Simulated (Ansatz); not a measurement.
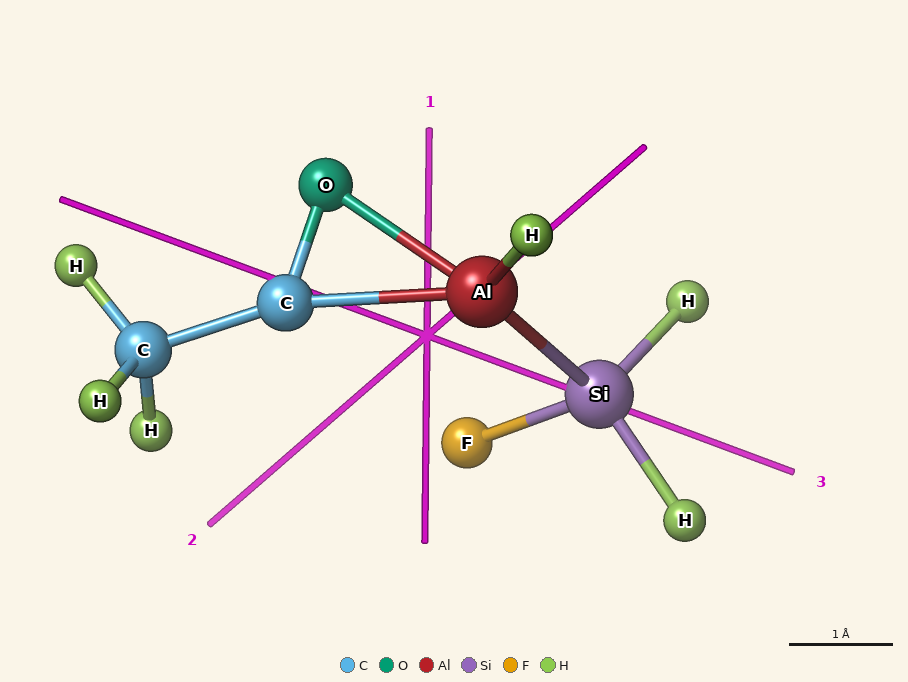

The three principal axes of inertia are drawn and numbered. Distant atoms are faded towards the background colour. Computed geometry: PBE-D4/def2-SVP optimisation. No frequency run is at hand to confirm it as a minimum. Masses are those of the most abundant isotopes; constants are for the rigid equilibrium geometry.

**Which line is the a axis (least moment of inertia), which b and which c?**

a is line 3, b is line 2, c is line 1; the moments are 150, 348, 444 u Å².

**What kind of rotor is it, and what are its rotational constants in cm⁻¹?**

An asymmetric top (C1): A = 0.113, B = 0.0484, C = 0.0379 cm⁻¹. Ray's parameter κ is −0.72, nearer the prolate limit.
